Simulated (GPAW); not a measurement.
# SrAlGeH (P3m1): G0W0 on several meshes in GPAW

Wanted: mesh dependence and cost of G0W0 for SrAlGeH (P3m1).

Method: LDA and many-body steps on it, plane waves, in GPAW 26.7.0.

**1. The structure**

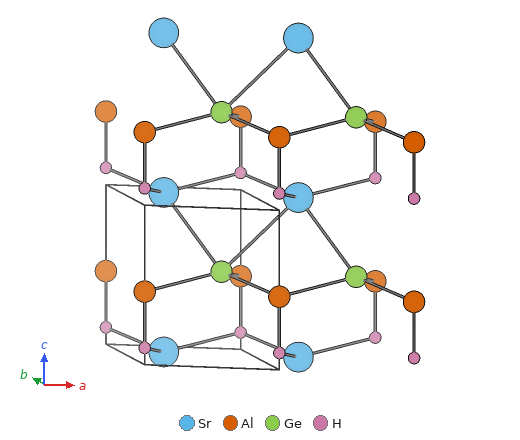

Start, viewed slightly off an axis; strontium blue, aluminium orange, germanium green, hydrogen pink. 2×1×2 cells are drawn. Some periodic images of atoms are drawn too.

Coordinates:

```
Sr Al Ge H
1.0
     4.26579    0.00000    0.00000
    -2.13290    3.69428    0.00000
     0.00000    0.00000    4.96727
Sr Al Ge H
1 1 1 1
Direct
  0.33333 0.66667 0.00460
  0.00000 0.00000 0.45805
  0.66667 0.33333 0.56130
  0.00000 0.00000 0.10525
```

The cell and positions are those that the Materials Project relaxed with its own functionals (PBE, PBE+U or r2SCAN), kept fixed.

**2. Empty states on the mesh, 3×3×2 mesh, 273 bands**

This step: GPAW 26.7.0; DFT, LDA, plane waves, PAW.

The sums over transitions need many empty states on a uniform mesh; this step solves for them.

run.py reads:

```python
import json
import numpy as np
from gpaw.mpi import world
from gpaw import GPAW

calc = GPAW('gs.gpw').fixed_density(kpts={'size': (3, 3, 2), 'gamma': True},
    parallel={'domain': 1, 'band': 1},
    txt='nscf.txt')
calc.diagonalize_full_hamiltonian(nbands=273)
calc.write('full.gpw', mode='all')
res = {}
kpts = calc.get_ibz_k_points()
res['kpts'] = kpts
res['eigenvalues'] = [calc.get_eigenvalues(kpt=k) for k in range(len(kpts))]
res['n_electrons'] = calc.get_number_of_electrons()

if world.rank == 0:
    with open('result.json', 'w') as f:
        json.dump(res, f, default=lambda x: x.tolist())
```

Run with:

```sh
$ mpirun -n 4 gpaw python run.py
```

Numbers of over 12 decimals in the logs are rounded to 6 here.

Output:

```text
Diagonalizing LCAO Hamiltonian
Converting LCAO to pw mode
convergence criteria:
- Maximum integral of absolute [eigenst]ate change: 4e-08 eV^2 / valence electron
maximum number of iterations: 100

SCF iterations
|iter     |     time |      energy | eigst |  dens |
|iter:   1|  |             | +1.05 |       |
|iter:   2|  |             | +0.18 |       |
|iter:   3|  |             | -0.30 |       |
[...]
|iter:  26|  |             | -7.13 |       |
|iter:  27|  |             | -7.38 |       |
|iter:  28|  |             | -7.55c|       |
SCF steps: 28
  __  _  _
 | _ |_)|_||  |
 |__||  | ||/\| - 26.7.0

Input parameters:
  mode=PW(ecut=600.0),
  convergence={'density': 1e-06, 'bands': -3},
  gpts=array([25, 25, 30]),
  kpts=MonkhorstPack(size=(3, 3, 2), gamma=True),
  maxiter=100,
  nbands=17,
  occupations=Occupations(name='fermi-dirac', width=0.001, fixmagmom=False),
  parallel={'domain': 1, 'band': 1},
  xc=XC(name='LDA')
Matrix size: 2653x2653
# Writing to full.gpw (mode='all')
  [... matrices ...]

timing:  # [seconds]
  Total: 49.167  # ━━━━━━━━━━━━━━━━━━━━━━━━━━━━━━━━━━━━━━━━━━━━━━━━━━━━━━━━━━
```

Elapsed: 58 s, on 4 MPI ranks of Arm Neoverse V1, shared host; peak memory 2.4 GiB; 3.5 min of CPU time.

Numbers from this step:

| Item | Value |
| --- | --- |
| gap | 1.011 eV |
| k of the valence top | 0, 0, 0.5 |
| k of the conduction bottom | 0.3333, 0, 0 |
| least direct gap | 1.360 eV |
| k points computed | 6 |
| lowest point of the top converged band, above the valence top | 116.5699 eV |

On this mesh the gap is 1.011 eV.

**3. 3×3×2**

Now the one-shot GW correction: screening in the RPA, then the self-energy of the levels asked for.

This step: G0W0 on LDA, plane waves, PAW.

run.py reads:

```python
import json
import numpy as np
from gpaw.mpi import world
from gpaw.response.g0w0 import G0W0

gw = G0W0('full.gpw',
    filename='gw',
    kpts=[0, 1, 2],
    bands=(7, 11),
    ecut=39,
    nbands=43,
    integrate_gamma='WS',
    ppa=True)
gw.calculate()
res = {mode: {k: v for k, v in r.items() if k != 'sigma_eskwn'}
       for mode, r in gw.all_results.items()}

if world.rank == 0:
    with open('result.json', 'w') as f:
        json.dump(res, f, default=lambda x: x.tolist())
```

Run with:

```sh
$ mpirun -n 4 gpaw python run.py
```

Output:

```text
Using integrator: PointIntegrator
FrequencyGridDescriptor(from 0.000+0.000j to 0.000+27.211j eV, 2 points)
Nonperiodic BCs:  [False False False]
Using integrator: PointIntegrator
FrequencyGridDescriptor(from 0.000+0.000j to 0.000+27.211j eV, 2 points)
Nonperiodic BCs:  [False False False]
  ___  _ _ _
 |   || | | |
 | | || | | |
 |__ ||_____|
 |___|

BZ k-points: Symmetries present (total): 6

  [... matrices ...]
18 k-points: 3 x 3 x 2 Monkhorst-Pack grid + [0.000000,0.000000,1/4]
6 k-points in the irreducible part of the Brillouin zone
       k-points in crystal coordinates                weights
   0:     0.00000000    0.00000000    0.00000000          1/18
   1:     0.00000000    0.00000000    0.50000000          1/18
   2:     0.33333333    0.00000000    0.00000000          6/18
   3:     0.33333333    0.00000000    0.50000000          6/18
   4:     0.33333333    0.33333333    0.00000000          2/18
   5:     0.33333333    0.33333333    0.50000000          2/18

Distributing spins, k-points and bands (1 x 3 x 4) over 4 processes
Number of blocks: 1

Quasi particle states:
k-points (IBZ indices): [0, 1, 2]
Band range: (7, 11)
  [... matrices ...]
Computational parameters:
Plane wave cut-off: 39 eV
Number of bands: 43
Coulomb cutoff: None
Broadening: 0.1 eV

fxc modes: GW
Kernel: RPA
Using Godby-Needs plasmon-pole approximation:
  Fitting energy: i*E0, E0 = 1.000 Hartree
Summing all q:

Calculating screened Coulomb potential
No Coulomb truncation
FrequencyGridDescriptor(from 0.000+0.000j to 0.000+27.211j eV, 2 points)
Removing empty qpoint cache files...

Calculating chi0 body with:
    Ground state adapter containing:
    Number of spins: 1
    Number of kpoints: 18
    Number of irreducible kpoints: 6
    Number of completely occupied states: 9
    Number of partially occupied states: 9
    Occupied states memory: 2.574921 M / cpu

    Linear response parametrization:
    q_c: [0.0, 0.0, 0.0]
    Number of frequency points: 2
    Planewave cutoff: 39.0
    Number of bands: 43
    Number of planewaves: 41
    Broadening (eta): 1e-06
    comm.size: 4
    kncomm.size: 4
    blockcomm.size: 1

    Memory estimate of potentially large arrays:
        chi0_wGG: 0.051300 M / cpu
Integrating chi0 body.

Symmetries of q_c:
    Direct symmetries (Uq -> q): 6
    Indirect symmetries (TUq -> q): 6
In total 12 allowed symmetries.

  [... matrices ...]
6 groups of equivalent kpoints. 66.666667% reduction.

Integral kind: response function
Integrating chi0 head and wings.

Symmetries of q_c:
    Direct symmetries (Uq -> q): 6
    Indirect symmetries (TUq -> q): 6
In total 12 allowed symmetries.

  [... matrices ...]
6 groups of equivalent kpoints. 66.666667% reduction.

Integral kind: response function wings

Calculating chi0 body with:
    Ground state adapter containing:
    Number of spins: 1
    Number of kpoints: 18
    Number of irreducible kpoints: 6
    Number of completely occupied states: 9
    Number of partially occupied states: 9
    Occupied states memory: 2.574921 M / cpu

[... the further q-points ...]

Results:
f:      Occupation numbers
eps:     KS-eigenvalues [eV]
vxc:     KS vxc [eV]
exx:     Exact exchange [eV]
sigma:   Self-energies [eV]
dsigma:  Self-energy derivatives
Z:       Renormalization factors
qp:      QP-energies [eV]

k-point 0 (0): (0.000, 0.000, 0.000)                GW
band       f     eps     vxc     exx   sigma  dsigma       Z      qp
                                                                   GW
   7   1.000   4.710 -12.355 -13.599   1.658  -0.276   0.783   5.034
   8   1.000   4.710 -12.355 -13.599   1.658  -0.276   0.783   5.034
   9   0.000   6.538 -12.143  -7.671  -3.375  -0.272   0.786   7.400
  10   0.000   8.419 -11.311  -6.574  -3.681  -0.275   0.784   9.246

k-point 1 (1): (0.000, 0.000, 0.500)                GW
band       f     eps     vxc     exx   sigma  dsigma       Z      qp
                                                                   GW
   7   1.000   5.119 -12.798 -14.069   1.719  -0.274   0.785   5.471
   8   1.000   5.294 -11.680 -12.768   1.429  -0.271   0.787   5.562
[...]
k-point 2 (2): (0.333, 0.000, 0.000)                GW
band       f     eps     vxc     exx   sigma  dsigma       Z      qp
                                                                   GW
[...]
8   1.000   4.393 -11.160 -12.214   1.383  -0.280   0.781   4.649
   9   0.000   6.305 -10.843  -6.656  -3.322  -0.267   0.790   6.988
  10   0.000   7.534 -11.013  -6.564  -3.503  -0.260   0.794   8.285
```

Wall time 11 s (4 MPI ranks); peak memory 1.3 GiB; 40 s of CPU time.

This step gave:

* G0W0 gap on the points computed: 1.426 eV
* least direct G0W0 gap on the computed points: 2.132 eV
* Z at the valence top: 0.7871
* Z at the conduction bottom: 0.7895
* starting gap on the mesh: 1.011 eV
* k of the valence top: 0, 0, 0.5
* k of the conduction bottom: 0.3333, 0, 0

The gap on the mesh goes from 1.01 eV to 1.43 eV, a correction of +0.41 eV.

**4. Empty states on the mesh, 3×3×4 mesh, 53 bands**

This step: DFT, LDA, plane waves, PAW.

run.py reads:

```python
import json
import numpy as np
from gpaw.mpi import world
from gpaw import GPAW

calc = GPAW('gs.gpw').fixed_density(kpts={'size': (3, 3, 4), 'gamma': True},
    nbands=61,
    convergence={'bands': 53},
    txt='nscf.txt')
calc.write('full.gpw', mode='all')
res = {}
kpts = calc.get_ibz_k_points()
res['kpts'] = kpts
res['eigenvalues'] = [calc.get_eigenvalues(kpt=k) for k in range(len(kpts))]
res['n_electrons'] = calc.get_number_of_electrons()

if world.rank == 0:
    with open('result.json', 'w') as f:
        json.dump(res, f, default=lambda x: x.tolist())
```

Run with:

```sh
$ mpirun -n 4 gpaw python run.py
```

Output:

```text
Diagonalizing LCAO Hamiltonian
Converting LCAO to pw mode
convergence criteria:
- Maximum integral of absolute [eigenst]ate change: 4e-08 eV^2 / valence electron
maximum number of iterations: 100

SCF iterations
|iter     |     time |      energy | eigst |  dens |
|iter:   1|  |             | +3.96 |       |
|iter:   2|  |             | +2.56 |       |
|iter:   3|  |             | +1.35 |       |
[...]
|iter:  10|  |             | -6.28 |       |
|iter:  11|  |             | -6.99 |       |
|iter:  12|  |             | -7.71c|       |
SCF steps: 12
  __  _  _
 | _ |_)|_||  |
 |__||  | ||/\| - 26.7.0

Input parameters:
  mode=PW(ecut=600.0),
  convergence={'bands': 53},
  gpts=array([25, 25, 30]),
  kpts=MonkhorstPack(size=(3, 3, 4), gamma=True),
  maxiter=100,
  nbands=61,
  occupations=Occupations(name='fermi-dirac', width=0.001, fixmagmom=False),
  parallel={},
  xc=XC(name='LDA')
# Writing to full.gpw (mode='all')
  [... matrices ...]

timing:  # [seconds]
  Total: 0.167  # ━━━━━━━━━━━━━━━━━━━━━━━━━━━━━━━━━━━━━━━━━━━━━━━━━━━━━━━━━━━
```

Run time: 57 s. Hardware: 4 MPI ranks; peak memory 0.71 GiB.

This step gave:

| Property | Result |
| --- | --- |
| gap | 0.8860 eV |
| k of the valence top | 0, 0, 0.5 |
| k of the conduction bottom | 0.3333, 0, -0.25 |
| least direct gap | 1.360 eV |
| k points computed | 10 |
| lowest point of the top converged band, above the valence top | 31.05 eV |

On this mesh the gap is 0.886 eV.

**5. 3×3×4**

This step: G0W0 on LDA, plane waves, PAW.

run.py reads:

```python
import json
import numpy as np
from gpaw.mpi import world
from gpaw.response.g0w0 import G0W0

gw = G0W0('full.gpw',
    filename='gw',
    kpts=[0, 2, 3],
    bands=(7, 11),
    ecut=39,
    nbands=43,
    integrate_gamma='WS',
    ppa=True)
gw.calculate()
res = {mode: {k: v for k, v in r.items() if k != 'sigma_eskwn'}
       for mode, r in gw.all_results.items()}

if world.rank == 0:
    with open('result.json', 'w') as f:
        json.dump(res, f, default=lambda x: x.tolist())
```

Run with:

```sh
$ mpirun -n 4 gpaw python run.py
```

Output:

```text
Using integrator: PointIntegrator
FrequencyGridDescriptor(from 0.000+0.000j to 0.000+27.211j eV, 2 points)
Nonperiodic BCs:  [False False False]
Using integrator: PointIntegrator
FrequencyGridDescriptor(from 0.000+0.000j to 0.000+27.211j eV, 2 points)
Nonperiodic BCs:  [False False False]
  ___  _ _ _
 |   || | | |
 | | || | | |
 |__ ||_____|
 |___|

BZ k-points: Symmetries present (total): 6

  [... matrices ...]
36 k-points: 3 x 3 x 4 Monkhorst-Pack grid + [0.000000,0.000000,1/8]
10 k-points in the irreducible part of the Brillouin zone
       k-points in crystal coordinates                weights
   0:     0.00000000    0.00000000    0.00000000          1/36
   1:     0.00000000    0.00000000    0.25000000          2/36
   2:     0.00000000    0.00000000    0.50000000          1/36
[...]
8:     0.33333333    0.33333333    0.25000000          4/36
   9:     0.33333333    0.33333333    0.50000000          2/36

Distributing spins, k-points and bands (1 x 3 x 4) over 4 processes
Number of blocks: 1

Quasi particle states:
k-points (IBZ indices): [0, 2, 3]
Band range: (7, 11)
  [... matrices ...]
Computational parameters:
Plane wave cut-off: 39 eV
Number of bands: 43
Coulomb cutoff: None
Broadening: 0.1 eV

fxc modes: GW
Kernel: RPA
Using Godby-Needs plasmon-pole approximation:
  Fitting energy: i*E0, E0 = 1.000 Hartree
Summing all q:

Calculating screened Coulomb potential
No Coulomb truncation
FrequencyGridDescriptor(from 0.000+0.000j to 0.000+27.211j eV, 2 points)
Removing empty qpoint cache files...

Calculating chi0 body with:
    Ground state adapter containing:
    Number of spins: 1
    Number of kpoints: 36
    Number of irreducible kpoints: 10
    Number of completely occupied states: 9
    Number of partially occupied states: 9
[...]
Memory estimate of potentially large arrays:
        chi0_wGG: 0.051300 M / cpu
Integrating chi0 body.

Symmetries of q_c:
    Direct symmetries (Uq -> q): 6
    Indirect symmetries (TUq -> q): 6
In total 12 allowed symmetries.

  [... matrices ...]
10 groups of equivalent kpoints. 72.222222% reduction.

Integral kind: response function
Integrating chi0 head and wings.

Symmetries of q_c:
    Direct symmetries (Uq -> q): 6
    Indirect symmetries (TUq -> q): 6
In total 12 allowed symmetries.

  [... matrices ...]
10 groups of equivalent kpoints. 72.222222% reduction.

Integral kind: response function wings

Calculating chi0 body with:
    Ground state adapter containing:
    Number of spins: 1
    Number of kpoints: 36
    Number of irreducible kpoints: 10
    Number of completely occupied states: 9
    Number of partially occupied states: 9
    Occupied states memory: 2.574921 M / cpu

[... the further q-points ...]

Results:
f:      Occupation numbers
eps:     KS-eigenvalues [eV]
vxc:     KS vxc [eV]
exx:     Exact exchange [eV]
sigma:   Self-energies [eV]
dsigma:  Self-energy derivatives
Z:       Renormalization factors
qp:      QP-energies [eV]

k-point 0 (0): (0.000, 0.000, 0.000)                GW
band       f     eps     vxc     exx   sigma  dsigma       Z      qp
                                                                   GW
   7   1.000   4.710 -12.355 -13.613   1.667  -0.277   0.783   5.030
   8   1.000   4.710 -12.355 -13.613   1.667  -0.277   0.783   5.030
   9   0.000   6.538 -12.143  -7.719  -3.322  -0.271   0.787   7.405
[...]
k-point 1 (2): (0.000, 0.000, 0.500)                GW
band       f     eps     vxc     exx   sigma  dsigma       Z      qp
                                                                   GW
[...]
k-point 2 (3): (0.333, 0.000, -0.250)                GW
band       f     eps     vxc     exx   sigma  dsigma       Z      qp
                                                                   GW
[...]
9   0.000   6.180 -10.737  -6.574  -3.277  -0.264   0.791   6.881
  10   0.000   7.530 -11.154  -6.606  -3.528  -0.260   0.793   8.340
```

Elapsed: 27 s, on 4 MPI ranks; peak memory 1.2 GiB.

Numbers from this step:

```
G0W0 gap on the points computed              : 1.333 eV
least direct G0W0 gap on the computed points : 2.115 eV
Z at the valence top                         : 0.7877
Z at the conduction bottom                   : 0.7913
starting gap on the mesh                     : 0.8860 eV
k of the valence top                         : 0, 0, 0.5
k of the conduction bottom                   : 0.3333, 0, -0.25
```

Against G0W0 in GPAW (3×3×2 mesh, 43 bands, screening to 39 eV, Godby-Needs plasmon pole), the gap moves by −0.092 eV.

**6. Side by side**

Times are wall times on 4 MPI ranks of Arm Neoverse V1, shared host. The host was busy with other work, so they are no guide to cost.

```
  run   mesh  bands  screening cutoff (eV)  DFT gap (eV)  gap on the mesh (eV)  direct (eV)  time
3×3×2  3×3×2     43                     39         1.011                 1.426        2.132  11 s
3×3×4  3×3×4     43                     39         0.886                 1.333        2.115  27 s
```

**7. Results**

| Quantity | Value |
| --- | --- |
| 3×3×2 | 1.426 eV |
| 3×3×4 | 1.333 eV |
| known limits | not at the basis limit; no spin-orbit coupling; coarse k mesh |

**Reading.** 3×3×4: −0.092 eV against 3×3×2, −0.125 eV of it in the start. Bands and cutoff are finite, so the gap is not at the basis limit. The miss can reach some tenths of an eV and take either sign; the mesh is an error of its own. These stock PAW sets were not made for GW; the filled d or f shell of Ge lies in the frozen core, which bears on start and correction. In the G0W0 runs levels were corrected at 3 k points alone, so a gap called «on the mesh» is the least over those, and an edge elsewhere would be missed. A denser mesh or path gives a starting gap of 0.63 eV: the GW mesh misses a band edge, so its gaps are not the fundamental one. The 3×3×2 mesh is coarse for this cell, which bears on the long-range parts of exchange and screening. Mesh or cutoff lie under what a gap needs, so these runs test behaviour and cost; their gaps are not to be quoted. The many-body steps are scalar-relativistic: spin-orbit coupling is not in them.

[Paths, hosts, dates, memory and timing lines, banners, echoed tables and standing remarks are left out of the program output.]

[Logs are printed without paths, hosts, clocks, repeated set-up lines and the standing remarks that a program may print on its own settings, such as how far it seeks lower states.]

[Runs of the session that timed out or met a known fault of the program may be left out.]

[Hosts, paths, dates, database ids (printed as entryN), source tags and the programs' standing remarks are cut or masked in the printed files.]
